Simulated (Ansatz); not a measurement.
**A computed series for hypothetical fluorite MoS2: pressure series**

The parent structure is MoS$_{2}$ in the fluorite structure (space group Fm-3m, No. 225; a = 5.8527 Å; ferromagnetic; a hypothetical phase, not in the database extracts checked).

Cell and atoms are relaxed at each pressure.

Calculations: PBEsol (Ansatz, a quantum-chemistry and plane-wave program), scalar-relativistic without spin-orbit coupling.

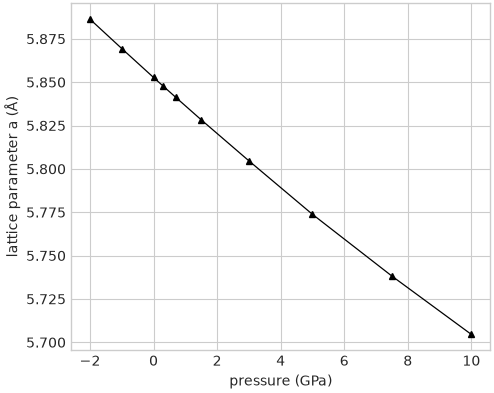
*Lattice parameter a against pressure*

Question: From the plot, what is the lattice parameter a for pressure 7.5 GPa?

Answer: About 5.74 Å.

Question: Is the trend monotonic over the range shown?

Answer: Yes, it falls throughout, spanning 5.705 Å to 5.886 Å.

The magnetic state is the one reached from the starting moments; the real material's order can differ, and small cells can't hold many antiferromagnetic ones. Load acts through the strain it causes; cell and atoms are relaxed under it. Stability against distortions was not tested. No other phases were tried under pressure.
